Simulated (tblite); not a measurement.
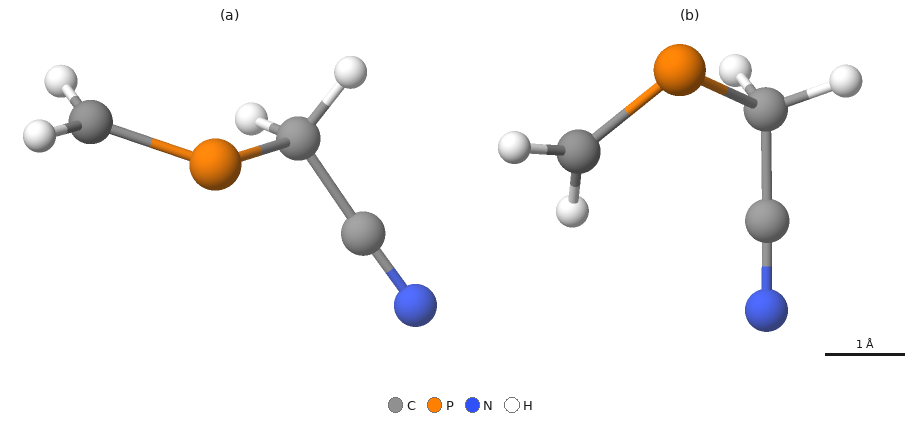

The structure of C3H4NP before (left) and after (right) a relaxation, at one scale.

Style: ball-and-stick. Shown at a tilt.

Computed with tblite, GFN2-xTB geometry optimisation, gas phase. 

### Summarise the run.

The largest move after the best rigid fit is that of an H atom, 1.78 Å. By element the largest moves are H 1.78 Å, N 1.41 Å, P 1.20 Å, C 0.75 Å. Near-neighbour distances that change, for instance: C–C 1.495 → 1.429 Å, C–P 1.847 → 1.898 Å, C–H 1.118 → 1.094 Å, C–H 1.094 → 1.077 Å. Bond angles that change, for instance: C–P–C 120.6° → 101.5°, P–C–H 117.7° → 124.6°, P–C–H 112.9° → 108.2°. Groups turn about C–P by about 100°. The energy falls by 0.578 eV in 108 geometry steps.
